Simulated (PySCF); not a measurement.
Consider C5H5BF2.

```yaml
atoms:
  - { symbol: F, position_ang: [1.3277, 1.1583, -1.1485] }
  - { symbol: B, position_ang: [0.9363, 1.1349, 0.1203] }
  - { symbol: F, position_ang: [1.4795, 2.0475, 0.9309] }
  - { symbol: C, position_ang: [0.3867, -1.3557, -0.0512] }
  - { symbol: C, position_ang: [-0.6657, -1.0971, -0.9346] }
  - { symbol: C, position_ang: [-1.2984, 0.0871, -0.5442] }
  - { symbol: C, position_ang: [-0.6482, 0.6071, 0.6006] }
  - { symbol: C, position_ang: [0.4433, -0.3271, 0.9198] }
  - { symbol: H, position_ang: [1.1089, -2.1682, -0.1394] }
  - { symbol: H, position_ang: [-0.8975, -1.6738, -1.8299] }
  - { symbol: H, position_ang: [-2.1068, 0.5855, -1.0805] }
  - { symbol: H, position_ang: [-1.0388, 1.3621, 1.2839] }
  - { symbol: H, position_ang: [0.9729, -0.3605, 1.8726] }
```

Geometry: PBE0-D3(BJ)/def2-SVP.

These are results of PBE0/pcSseg-1, SCF density, gas phase, non-relativistic in PySCF 2.14.0, not measurements.

> Predict the electron density and electron localisation function between the atoms.

C–C (1.40 Å): ρ is about 2.1 e/Å³ halfway; the ELF peaks at about 0.95 between the atoms (localised, covalent bonding).
C–H (1.09 Å): the density is about 2 e/Å³ at the midpoint; the ELF climbs to about 1 towards the hydrogen, as it does in any bond to H (a covalent bond by its length).
C–C (1.47 Å): ρ at the midpoint is about 1.7 e/Å³; the ELF peaks at about 0.90 between the atoms; localised, covalent bonding.

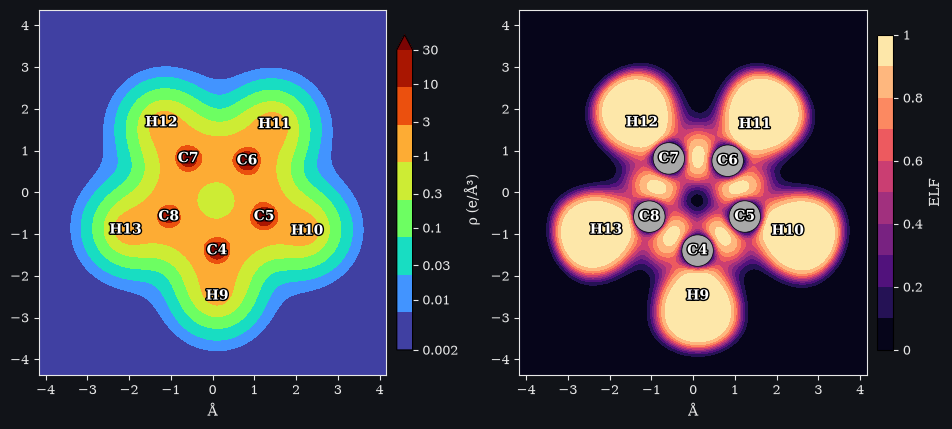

Computed electron density and electron localisation function on the plane of atoms C5, C6 and H11, in this order. Grey discs cover the atomic cores in the ELF map. 
